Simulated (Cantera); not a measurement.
Feed: 1 mol PbO, 0.2 mol H₂, 18 mol N₂, at 1.80 bar.

Cantera equilibrium calculation (NASA polynomials, part measured and part estimated; ideal gas, pure solids and liquids). Candidate condensed phases: H₂O, Pb, PbO, PbO₂, Pb₃O₄; 27 gas species. The numbers say what is thermodynamically allowed, not how fast it happens.

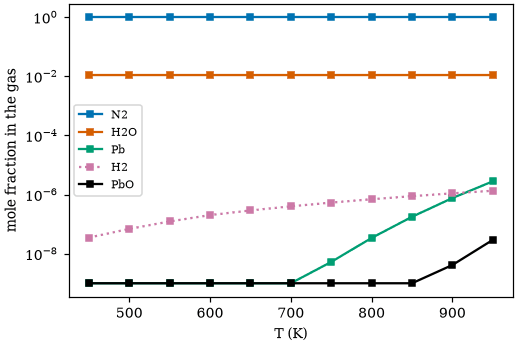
Equilibrium gas composition (values under 1e-9 drawn at 1e-9)

From 450 K to 600 K the condensed part is Pb(s) + PbO(red). From 650 K to 750 K the condensed part is Pb(l) + PbO(red). From 800 K to 950 K the condensed part is Pb(l) + PbO(yellow).
